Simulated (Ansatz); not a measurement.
# Lattice dynamics of Tl2Te (model cell, started as antifluorite)

Task: relax Tl2Te (model cell, started as antifluorite), then find its harmonic phonons.

Program: Ansatz 0.2.0. Level of theory: DFT PBEsol, scalar-relativistic, plane waves, PAW. Results are calculated unless marked as measured.

The structure was built from a prototype and need not be the compound's stable phase.

### 1. The starting structure

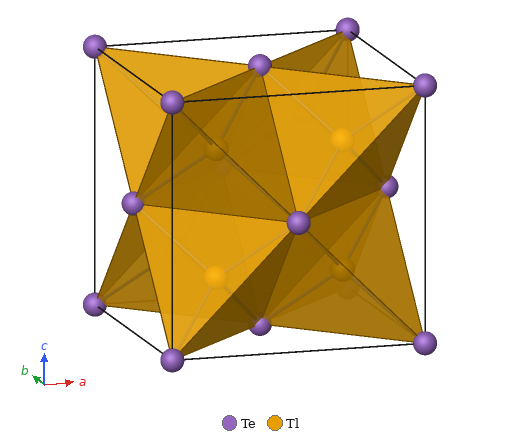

The starting structure, seen slightly off an axis (tellurium purple, thallium orange). This picture shows the conventional cell, with its axes. Some periodic images of atoms are drawn too.

### 2. Bringing the structure to rest

The cell and atoms are relaxed, since residual forces and stress would shift the frequencies.

The input, input.yaml:

```yaml
crystal:
  lattice:
    - [0.0, 4.11258, 4.11258]
    - [4.11258, 0.0, 4.11258]
    - [4.11258, 4.11258, 0.0]
  atoms:
    - { symbol: Te, position: [0.0, 0.0, 0.0] }
    - { symbol: Tl, position: [0.25, 0.25, 0.25] }
    - { symbol: Tl, position: [0.75, 0.75, 0.75] }
kpoints:
  mp_grid: { grid: [8, 8, 8] }
hamiltonian:
  xc: pbesol
scf:
  occupations: { method: gaussian, width: 0.01 }
output:
  forces: true
  stress: true
  eigenvalues: true
  write_density: true
  write_potential: true
  elf: true
  volumetric_format: npy
relax:
  adjacent_minimum: "off"
  f_tol: 0.005
  max_steps: 80
  cell: { stress_tol: 0.05 }
```

Launch:

```console
> ansatz run input.yaml --threads 4 --pin off --max-ram 7168MiB --backend cpu --events-out ev --progress --plain --runs-dir out
```

Numbers of over 12 decimals in the logs are rounded to 6 here.

What it wrote:

```text
Engine: ansatz 0.2.0, aarch64-unknown-linux-gnu
Pseudopotentials: kind: paw
Pseudopotential: Te, paw, valence charge 16, recommended cutoff 420 eV (normal), Te.paw.azcp
Pseudopotential: Tl, paw, valence charge 13, recommended cutoff 420 eV (normal), Tl.paw.azcp
Functional definition: PBEsol
  exchange = pbesol_x
  correlation = pbesol_c
Crystal: 3 atoms, lattice volume = 139.115 Å³
Basis set: ecut = 420 eV, 2733 PW (Γ), exchange–correlation on 80×80×80 points (8 copies of the dense FFT grid, shifted against one another)
Bands: 26, of which v1, the nominal top of the filled ones, is band 21 counted from 1 (20 counted from 0)
Symmetry: 48 space group operations
Space group: Fm-3m (ITA 225), of the structure as read, at distance tolerance 5.2e-5 Å
k-points: 29 of 512
Non-local potential: Te, projectors of the file, l = 0: 2, l = 1: 2, l = 2: 2, l = 3: 2
Non-local potential: Tl, projectors of the file, l = 0: 2, l = 1: 2, l = 2: 2, l = 3: 1
PAW form: soft (Blöchl's): semilocal exchange-correlation on the pseudo side does not see the compensation charge
PAW frozen core: Te, regenerated for the run's functional, and the local potential with it (the file was generated under x = pbe(κ = 0.804, μ = 0.219515), c = pbe(β = 0.066725))
PAW frozen core: Tl, regenerated for the run's functional, and the local potential with it (the file was generated under x = pbe(κ = 0.804, μ = 0.219515), c = pbe(β = 0.066725))
PAW one-centre angular grid: Te, 590 points (default); XC on 64 Gauss nodes
PAW one-centre angular grid: Tl, 590 points (default); XC on 64 Gauss nodes
Initial density: superposition of atomic densities (neutral atoms: chi_scale 0, normalization atom), corrected by the library's trained network
Initial wavefunctions: pseudopotential atomic-orbital guess
Functional: x = pbesol(κ = 0.804, μ = 0.123457), c = pbesol(β = 0.046)
SCF iter   1: F=—  HF=-29493.074488 eV  |F-HF|=—  |Δ(HF+E_count)|=         —  Δρ=1.64e-3  dr2=3.95e-3  ethr=1.77e-3  ⟨swp⟩=7.0  Hψ=3338  notcnv=0
preconditioner: auto → Resta (q_TF=auto, 2.235 Å⁻¹)  ε∞=3.5  [insulator: Δε(μ)=0.252 eV  Ē_g=11.273 eV  σ=0.010 eV  W_gap=1.00  n_scr=26 (ndim 8)  ℏωp=17.8 eV  f_vac=0.143  D(μ)=0.00/eV (n_scr^D=0)  ε∞_Penn≈3.5]
SCF iter   2: F=—  HF=-29493.071398 eV  |F-HF|=—  |Δ(HF+E_count)|=   3.09e-3  Δρ=6.43e-4  dr2=4.42e-4  ethr=9.41e-6  ⟨swp⟩=3.0  Hψ=1655  notcnv=0  defer=29
SCF iter   3: F=—  HF=-29493.071546 eV  |F-HF|=—  |Δ(HF+E_count)|=   1.48e-4  Δρ=1.49e-4  dr2=4.61e-5  ethr=1.05e-6  ⟨swp⟩=2.0  Hψ=1445  notcnv=0  defer=29
SCF iter   4: F=—  HF=-29493.071614 eV  |F-HF|=—  |Δ(HF+E_count)|=   6.81e-5  Δρ=7.03e-5  dr2=1.41e-5  ethr=1.10e-7  ⟨swp⟩=2.0  Hψ=1395  notcnv=0  defer=29
SCF iter   5: F=—  HF=-29493.071660 eV  |F-HF|=—  |Δ(HF+E_count)|=   4.58e-5  Δρ=2.54e-5  dr2=3.38e-6  ethr=3.35e-8  ⟨swp⟩=2.0  Hψ=949  notcnv=0  defer=29
SCF iter   6: F=—  HF=-29493.071673 eV  |F-HF|=—  |Δ(HF+E_count)|=   1.38e-5  Δρ=1.20e-5  dr2=4.64e-7  ethr=8.04e-9  ⟨swp⟩=2.1  Hψ=938  notcnv=0  defer=29
SCF iter   7: F=-29493.071675 eV  HF=-29493.071675 eV  |F-HF|=1.14e-8  |Δ(HF+E_count)|=   2.11e-6  Δρ=2.66e-6  dr2=1.45e-8  ethr=2.38e-10  ⟨swp⟩=14.0  Hψ=5930  notcnv=0
SCF 1 converged in 7 iterations: F = -29493.071675 eV  dr2 = 1.45e-8
  greatest PAW one-centre occupation: 0.998 electrons in one spin orbital (limit 2), on the Te atom at site 0 (counted from 0), in its partial waves of l = 2
relax step   1: F+E_penalty+E_count = -29493.07167548 eV  Δ(F+E_penalty+E_count) = +0.000e0 eV  max|allowed force component| = 2.467e-17 eV/Å  Δτ_max = 0.0000 Å  P = -2.777 GPa  Ω = 139.115 Å³  (7 SCF iters, dr2 threshold 1.00e-7 eV, accepted)
Crystal: 3 atoms, lattice volume = 127.022 Å³
Basis set: ecut = 420 eV, 2445 PW (Γ), exchange–correlation on 80×80×80 points (8 copies of the dense FFT grid, shifted against one another)
Initial density: handed on by an earlier stage of this run
Initial wavefunctions: those handed on with the density
iter 1 solved again at ethr=6.34e-5 eV; its pass at ethr=3.10e-3 eV (dr2=2.66e-2 eV) is discarded
SCF iter   1: F=—  HF=-29493.259088 eV  |F-HF|=—  |Δ(HF+E_count)|=         —  Δρ=2.56e-3  dr2=2.79e-2  ethr=6.34e-5  ⟨swp⟩=2.1  Hψ=4363  notcnv=0
preconditioner: auto → Resta (q_TF=auto, 2.269 Å⁻¹)  ε∞=3.6  [insulator: Δε(μ)=0.161 eV  Ē_g=11.456 eV  σ=0.010 eV  W_gap=1.00  n_scr=26 (ndim 8)  ℏωp=18.6 eV  f_vac=0.131  D(μ)=0.00/eV (n_scr^D=0)  ε∞_Penn≈3.6]
SCF iter   2: F=—  HF=-29493.252021 eV  |F-HF|=—  |Δ(HF+E_count)|=   7.07e-3  Δρ=7.12e-4  dr2=1.65e-3  ethr=6.34e-5  ⟨swp⟩=2.9  Hψ=1077  notcnv=0
SCF iter   3: F=—  HF=-29493.251705 eV  |F-HF|=—  |Δ(HF+E_count)|=   3.16e-4  Δρ=2.56e-4  dr2=1.39e-4  ethr=3.92e-6  ⟨swp⟩=2.1  Hψ=1059  notcnv=0
SCF iter   4: F=—  HF=-29493.251777 eV  |F-HF|=—  |Δ(HF+E_count)|=   7.20e-5  Δρ=8.29e-5  dr2=2.53e-5  ethr=3.30e-7  ⟨swp⟩=2.2  Hψ=1031  notcnv=0
SCF iter   5: F=—  HF=-29493.251815 eV  |F-HF|=—  |Δ(HF+E_count)|=   3.81e-5  Δρ=2.58e-5  dr2=2.10e-6  ethr=6.03e-8  ⟨swp⟩=2.0  Hψ=965  notcnv=0
SCF iter   6: F=-29493.251823 eV  HF=-29493.251823 eV  |F-HF|=3.63e-7  |Δ(HF+E_count)|=   7.37e-6  Δρ=7.51e-6  dr2=1.10e-7  ethr=7.14e-10  ⟨swp⟩=12.3  Hψ=6463  notcnv=0
SCF 2 converged in 6 iterations: F = -29493.251823 eV  dr2 = 1.10e-7
  Residual-converged pass: ⟨swp⟩=1.1  Hψ=872  notcnv=0  max |occ|·‖R‖ = 7.0e-9 eV (tolerance 1.0e-8 eV)  dr2=1.10e-7  dr2_onsite=2.45e-8  max |Δocc| = 1.3e-73
relax step   2: F+E_penalty+E_count = -29493.25182292 eV  Δ(F+E_penalty+E_count) = -1.801e-1 eV  max|allowed force component| = 7.247e-17 eV/Å  Δτ_max = 0.0000 Å  P = -1.859 GPa  Ω = 127.022 Å³  energy of the carried Pulay correction = +1.693e-3 eV  (6 SCF iters, dr2 threshold 3.00e-7 eV, accepted)
Crystal: 3 atoms, lattice volume = 108.819 Å³
Basis set: ecut = 420 eV, 2109 PW (Γ), exchange–correlation on 80×80×80 points (8 copies of the dense FFT grid, shifted against one another)
iter 1 solved again at ethr=1.77e-4 eV; its pass at ethr=3.10e-3 eV (dr2=7.43e-2 eV) is discarded
SCF iter   1: F=—  HF=-29493.353837 eV  |F-HF|=—  |Δ(HF+E_count)|=         —  Δρ=4.83e-3  dr2=7.61e-2  ethr=1.77e-4  ⟨swp⟩=1.8  Hψ=4605  notcnv=0
preconditioner: auto → none  [insulator: Δε(μ)=0.330 eV  Ē_g=11.785 eV  σ=0.010 eV  W_gap=1.00  n_scr=14 (ndim 8)  ℏωp=20.1 eV  f_vac=0.098  D(μ)=0.00/eV (n_scr^D=0)  ε∞_Penn≈3.9]
SCF iter   2: F=—  HF=-29493.335197 eV  |F-HF|=—  |Δ(HF+E_count)|=   1.86e-2  Δρ=1.97e-3  dr2=1.21e-2  ethr=1.77e-4  ⟨swp⟩=3.0  Hψ=1347  notcnv=0
SCF iter   3: F=—  HF=-29493.331319 eV  |F-HF|=—  |Δ(HF+E_count)|=   3.88e-3  Δρ=5.36e-4  dr2=2.45e-4  ethr=2.87e-5  ⟨swp⟩=3.0  Hψ=1250  notcnv=0  defer=10
SCF iter   4: F=—  HF=-29493.331385 eV  |F-HF|=—  |Δ(HF+E_count)|=   6.56e-5  Δρ=1.71e-4  dr2=2.10e-5  ethr=5.82e-7  ⟨swp⟩=2.0  Hψ=1353  notcnv=0  defer=10
SCF iter   5: F=—  HF=-29493.331394 eV  |F-HF|=—  |Δ(HF+E_count)|=   8.75e-6  Δρ=3.31e-5  dr2=9.91e-7  ethr=5.01e-8  ⟨swp⟩=2.4  Hψ=1257  notcnv=0  defer=10
SCF iter   6: F=-29493.331394 eV  HF=-29493.331394 eV  |F-HF|=1.04e-8  |Δ(HF+E_count)|=   6.74e-7  Δρ=4.69e-6  dr2=2.45e-8  ethr=7.14e-10  ⟨swp⟩=12.0  Hψ=5991  notcnv=0
SCF 3 converged in 6 iterations: F = -29493.331394 eV  dr2 = 2.45e-8
relax step   3: F+E_penalty+E_count = -29493.33139445 eV  Δ(F+E_penalty+E_count) = -7.957e-2 eV  max|allowed force component| = 2.190e-16 eV/Å  Δτ_max = 0.0000 Å  P = +0.939 GPa  Ω = 108.819 Å³  energy of the carried Pulay correction = +4.820e-3 eV  (6 SCF iters, dr2 threshold 3.00e-7 eV, accepted)
[...]
relax step   4: F+E_penalty+E_count = -29493.34083878 eV  Δ(F+E_penalty+E_count) = -9.444e-3 eV  max|allowed force component| = 2.005e-16 eV/Å  Δτ_max = 0.0000 Å  P = -0.270 GPa  Ω = 114.315 Å³  energy of the carried Pulay correction = +3.789e-3 eV  (6 SCF iters, dr2 threshold 3.00e-7 eV, accepted)
[...]
relax step   5: F+E_penalty+E_count = -29493.34227038 eV  Δ(F+E_penalty+E_count) = -1.432e-3 eV  max|allowed force component| = 1.696e-16 eV/Å  Δτ_max = 0.0000 Å  P = +0.020 GPa  Ω = 112.846 Å³  energy of the carried Pulay correction = +4.056e-3 eV  (4 SCF iters, dr2 threshold 1.82e-7 eV, accepted)
Initial wavefunctions: pseudopotential atomic-orbital guess (no wavefunctions were taken with the density)
iter 1 solved again at ethr=1.21e-7 eV; its pass at ethr=3.10e-3 eV (dr2=5.06e-5 eV) is discarded
SCF iter   1: F=—  HF=-29493.339541 eV  |F-HF|=—  |Δ(HF+E_count)|=         —  Δρ=2.03e-4  dr2=7.23e-6  ethr=1.21e-7  ⟨swp⟩=4.0  Hψ=5738  notcnv=0
preconditioner: auto → none  [insulator: Δε(μ)=0.111 eV  Ē_g=11.689 eV  σ=0.010 eV  W_gap=1.00  n_scr=14 (ndim 8)  ℏωp=19.8 eV  f_vac=0.105  D(μ)=0.00/eV (n_scr^D=0)  ε∞_Penn≈3.9]
SCF iter   2: F=—  HF=-29493.339548 eV  |F-HF|=—  |Δ(HF+E_count)|=   7.51e-6  Δρ=9.84e-5  dr2=1.55e-6  ethr=1.72e-8  ⟨swp⟩=2.8  Hψ=1521  notcnv=0
SCF iter   3: F=—  HF=-29493.339553 eV  |F-HF|=—  |Δ(HF+E_count)|=   4.77e-6  Δρ=1.72e-5  dr2=8.73e-8  ethr=3.68e-9  ⟨swp⟩=3.0  Hψ=1254  notcnv=0
SCF iter   4: F=—  HF=-29493.339553 eV  |F-HF|=—  |Δ(HF+E_count)|=   6.36e-8  Δρ=2.72e-6  dr2=2.49e-9  ethr=2.08e-10  ⟨swp⟩=2.0  Hψ=1176  notcnv=0
SCF iter   5: F=—  HF=-29493.339553 eV  |F-HF|=—  |Δ(HF+E_count)|=   2.81e-9  Δρ=4.14e-7  dr2=5.73e-10  ethr=5.93e-12  ⟨swp⟩=3.0  Hψ=1218  notcnv=0
SCF iter   6: F=—  HF=-29493.339553 eV  |F-HF|=—  |Δ(HF+E_count)|=  1.71e-10  Δρ=1.66e-7  dr2=3.94e-11  ethr=1.36e-12  ⟨swp⟩=2.1  Hψ=1357  notcnv=0
SCF iter   7: F=-29493.339553 eV  HF=-29493.339553 eV  |F-HF|=1.46e-11  |Δ(HF+E_count)|=  1.46e-11  Δρ=3.29e-8  dr2=1.22e-12  ethr=1.00e-12  ⟨swp⟩=6.0  Hψ=3281  notcnv=0
SCF 6 converged in 7 iterations: F = -29493.339553 eV  dr2 = 1.22e-12
relax step   6: F+E_penalty+E_count = -29493.33955321 eV  Δ(F+E_penalty+E_count) = +2.717e-3 eV  max|allowed force component| = 1.203e-16 eV/Å  Δτ_max = 0.0000 Å  P = -0.003 GPa  Ω = 112.846 Å³  stress off target by 3.11e-3 GPa  SCF on the basis re-selected at this cell (its energy is not comparable with the rows above)  (7 SCF iters)
basis re-selected at this cell: Δ(F+E_penalty+E_count) = +2.717e-3 eV, ΔP = -0.023 GPa vs the last step (what re-selecting the basis moved, of the pressure what is left beyond the Pulay correction that the steps carried, after the strain that the cell walked since its last selection, with what the two solves' SCF thresholds leave and, on support functions, any second-order correction that the steps lacked; it is no m [...]
SCF converged after 7 iterations
Free energy (F): -29493.339553 eV
Harris-Foulkes:  -29493.339553 eV  (|F-HF|=1.46e-11)
Internal energy: -29493.339553 eV  (E = F + TS)
E sigma→0 (E₀):  -29493.339553 eV
Fermi energy:    7.235850 eV
--- Per-component energies (eV) ---
  E_band       = -350.472534
  E_kinetic    = 845.333438
  E_local      = -3672.802488  (includes V_loc(G=0)·N_el)
  E_nonlocal   = 331.065310
  E_hartree    = 1728.619069
  E_xc         = -581.386635
  E_vxc        = -388.682297  (∫ρ·V_xc dr)
  E_paw        = -24616.526006  (= ΣΔE_a)
  E_vpaw       = -922.624473  (= ΣTr[D̂ρ^β])
  E_aug_tail   = -0.000130  (compensation charges beyond the density's cutoff)
  E_ewald      = -3528.093457
  E_core_change = 0.451345  (= ΣΔE_core)
  E_smearing   = -0.000000  (= −TS)
  E_closure    = -0.000000  (closes the sum)
  Σ components = -29493.339553   (vs F -29493.339553, Δ=0.00e0)
--- Forces (eV/Å), atoms counted from 1 ---
  atom   1  Te    -0.00000000     0.00000000    -0.00000000
  atom   2  Tl     0.00000000     0.00000000     0.00000000
  atom   3  Tl    -0.00000000    -0.00000000    -0.00000000
  max |Σ_I F_I| component: 4.63e-17 eV/Å
--- Stress (GPa, compression-positive) ---
       -0.003112      -0.000000      -0.000000
       -0.000000      -0.003112       0.000000
        0.000000       0.000000      -0.003112
  P = ⅓ Tr σ = -0.0031 GPa (-0.031 kbar)
--- Band table (eV; the first three rows and the last of 29) ---
  k-point 0: bands = [... 17 lower, 3.1956, 5.2599, 5.2599, 5.2599, 7.6469, 7.6469, 7.6469, 11.5570, ... 1 higher]
  k-point 1: bands = [... 17 lower, 2.9442, 5.1510, 5.1510, 5.3050, 7.8397, 7.8397, 8.3074, 11.1321, ... 1 higher]
  k-point 2: bands = [... 17 lower, 2.3664, 4.9395, 4.9395, 5.7846, 8.2018, 8.2018, 9.3264, 10.9418, ... 1 higher]
  k-point 28: bands = [... 17 lower, 0.7500, 3.6741, 6.0385, 6.0385, 7.9484, 8.8859, 11.1676, 11.1676, ... 1 higher]
--- Relaxed structure (5 steps of the walk, 5 accepted, 1 SCFs on fresh bases) ---
  F+E_penalty+E_count = -29493.33955321 eV   max|allowed force component| = 1.203e-16 eV/Å   (the final SCF, on the basis selected at the relaxed cell)
  cell:  # Å, volume = 112.8455 Å³
    - [0, 3.835466, 3.835466]
    - [3.835466, 0, 3.835466]
    - [3.835466, 3.835466, 0]
  atoms:
    - { symbol: Te, position: [0, 0, 0] }
    - { symbol: Tl, position: [0.25, 0.25, 0.25] }
    - { symbol: Tl, position: [0.750000, 0.750000, 0.750000] }
```

Run time: 8.8 s. Hardware: 4 threads of Arm Neoverse V2, shared host; peak memory 0.5 GiB.

Step by step:

```tsv
step	energy less that of the first step (eV)	largest force component (eV/Å)	pressure (GPa)	volume (Å³)
1	0.0000	0.0000	-2.78	139.11
2	-0.1801	0.0000	-1.86	127.02
3	-0.2597	0.0000	0.94	108.82
4	-0.2692	0.0000	-0.27	114.32
5	-0.2706	0.0000	0.02	112.85
6*	-0.2679	0.0000	0.00	112.85
```

Relaxation steps marked * repeat the geometry before them on a plane-wave basis chosen anew for their cell, so energy and pressure can jump there.

Forces are held to the 48 operations that the run works with; a distortion that breaks them can't arise in this run.

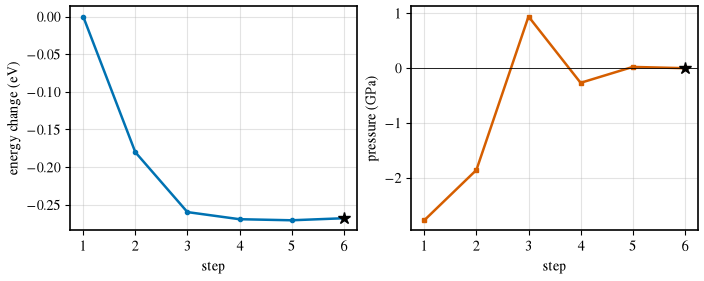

Energy and pressure along the relaxation. Stars mark steps on a basis chosen anew.

```tsv
conventional cell, symmetrised	before	after	change
a (Å)	8.225	7.671	-6.7 %
b (Å)	8.225	7.671	-6.7 %
c (Å)	8.225	7.671	-6.7 %
volume (Å³/atom)	46.37	37.62	-18.9 %
```

Final coordinates:

```xyz
3
Lattice="0.0000 3.8355 3.8355 3.8355 0.0000 3.8355 3.8355 3.8355 0.0000" Properties=species:S:1:pos:R:3 pbc="T T T"
Te    0.0000    0.0000    0.0000
Tl    1.9177    1.9177    1.9177
Tl    5.7532    5.7532    5.7532
```

Numbers from this step:

```
pressure           : -0.003112 GPa
gap on the k-mesh  : 0.1112 eV
volume per atom    : 37.62 Å³
direct gap on mesh : 0.1112 eV
```

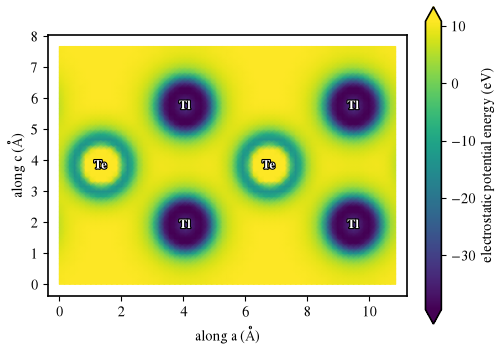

Electrostatic potential energy in the ac plane of a cell with a along [110], b along [-110] and c along [001] of the cube at fractional y = 0.000, with atoms of Te and Tl within 0.2 Å of it. With pseudopotentials it is smooth inside the atoms' cores, unlike the true potential. The map starts off the cell's origin, so that atoms lie inside it.

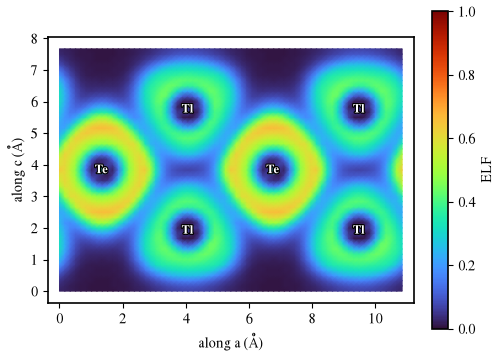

ELF in the ac plane of a cell with a along [110], b along [-110] and c along [001] of the cube at fractional y = 0.000, with atoms of Te and Tl within 0.2 Å of it. It is the smooth field of the valence electrons, not physical close to the nuclei. The map starts off the cell's origin, so that atoms lie inside it.

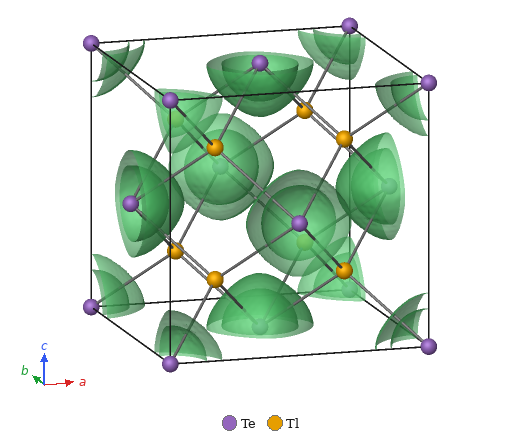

Surface of ELF = 0.58.

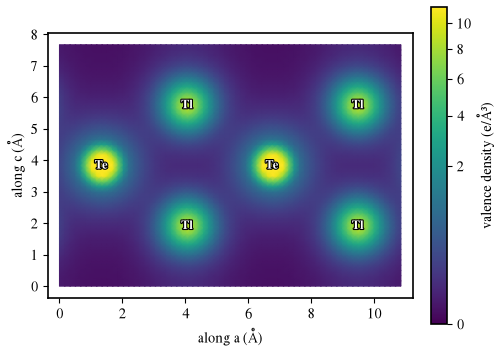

Valence density in the ac plane of a cell with a along [110], b along [-110] and c along [001] of the cube at fractional y = 0.000, with atoms of Te and Tl within 0.2 Å of it. It is the smooth field of the valence electrons, not physical close to the nuclei. The map starts off the cell's origin, so that atoms lie inside it. The colour scale is stretched toward low values.

In this step the volume went from 46.37 to 37.62 Å³/atom.

### 3. Bringing the structure to rest

The relaxation is repeated from its end on the same settings, as a check that it has come to rest.

input.yaml, as its differences from that of step 2:

```diff
@@ -2,5 +2,5 @@
   lattice:
-    - [0.0, 4.11258, 4.11258]
-    - [4.11258, 0.0, 4.11258]
-    - [4.11258, 4.11258, 0.0]
+    - [0.0, 3.8354657154, 3.8354657154]
+    - [3.8354657154, 0.0, 3.8354657154]
+    - [3.8354657154, 3.8354657154, 0.0]
   atoms:
```

What it wrote:

```text
[...]
Crystal: 3 atoms, lattice volume = 112.846 Å³
Basis set: ecut = 420 eV, 2229 PW (Γ), exchange–correlation on 80×80×80 points (8 copies of the dense FFT grid, shifted against one another)
Bands: 26, of which v1, the nominal top of the filled ones, is band 21 counted from 1 (20 counted from 0)
Symmetry: 48 space group operations
[...]
k-points: 29 of 512
[...]
--- Relaxed structure (1 steps of the walk, 1 accepted, 1 SCFs on fresh bases) ---
[...]
cell:  # Å, volume = 112.8455 Å³
    - [0.0, 3.8354657154, 3.8354657154]
    - [3.8354657154, 0.0, 3.8354657154]
    - [3.8354657154, 3.8354657154, 0.0]
  atoms:
    - { symbol: Te, position: [0.0, 0.0, 0.0] }
    - { symbol: Tl, position: [0.250000, 0.250000, 0.250000] }
    - { symbol: Tl, position: [0.75, 0.75, 0.75] }
[key lines of the parts left out:]
SCF converged after 4 iterations
Free energy (F): -29493.339553 eV
Fermi energy:    7.235852 eV
P = ⅓ Tr σ = -0.0031 GPa (-0.031 kbar)
```

Elapsed: 2.7 s, on 4 threads; peak memory 0.46 GiB.

Little changed from the start: no atom moved by 0.005 Å and no cell edge by 0.1 %.

This step gave:

* pressure: -0.003110 GPa

In this step the volume went from 37.62 to 37.62 Å³/atom.

### 4. Relaxing to small forces for the phonons

Phonons need a cell at rest on their own settings, so the relaxation is repeated with tight tolerances on forces and stress on the k mesh and occupations of the first response run.

input.yaml, the sections that differ from step 3:

```yaml
output:
  forces: true
  stress: true
  eigenvalues: true
relax:
  adjacent_minimum: "off"
  f_tol: 0.001
  max_steps: 60
  cell: { stress_tol: 0.01 }
# crystal, kpoints, hamiltonian, scf: as in step 3
```

What it wrote:

```text
[...]
Crystal: 3 atoms, lattice volume = 112.846 Å³
Basis set: ecut = 420 eV, 2229 PW (Γ), exchange–correlation on 80×80×80 points (8 copies of the dense FFT grid, shifted against one another)
Bands: 26, of which v1, the nominal top of the filled ones, is band 21 counted from 1 (20 counted from 0)
Symmetry: 48 space group operations
[...]
k-points: 29 of 512
[...]
--- Relaxed structure (1 steps of the walk, 1 accepted, 1 SCFs on fresh bases) ---
[...]
cell:  # Å, volume = 112.8455 Å³
    - [0.0, 3.8354657154, 3.8354657154]
    - [3.8354657154, 0.0, 3.8354657154]
    - [3.8354657154, 3.8354657154, 0.0]
  atoms:
    - { symbol: Te, position: [0.0, 0.0, 0.0] }
    - { symbol: Tl, position: [0.250000, 0.250000, 0.250000] }
    - { symbol: Tl, position: [0.75, 0.75, 0.75] }
[key lines of the parts left out:]
SCF converged after 7 iterations
Free energy (F): -29493.339553 eV
Fermi energy:    7.235851 eV
P = ⅓ Tr σ = -0.0031 GPa (-0.031 kbar)
```

Run time: 2.6 s. Hardware: 4 threads; peak memory 0.45 GiB; 9.5 s of CPU time.

Little changed from the start: no atom moved by 0.005 Å and no cell edge by 0.1 %.

This step gave:

| Quantity | Value |
| --- | --- |
| pressure | -0.003112 GPa |

The forces vanish by symmetry and the pressure is -0.003 GPa, within the tolerances set. The cell now holds 37.62 Å³/atom.

(Continued in part 2 of 2.)

[Logs are printed without paths, hosts, clocks, repeated set-up lines and the standing remarks that a program may print on its own settings, such as how far it seeks lower states.]

[Hosts, paths, dates, database ids (printed as entryN), source tags and the programs' standing remarks are cut or masked in the printed files.]
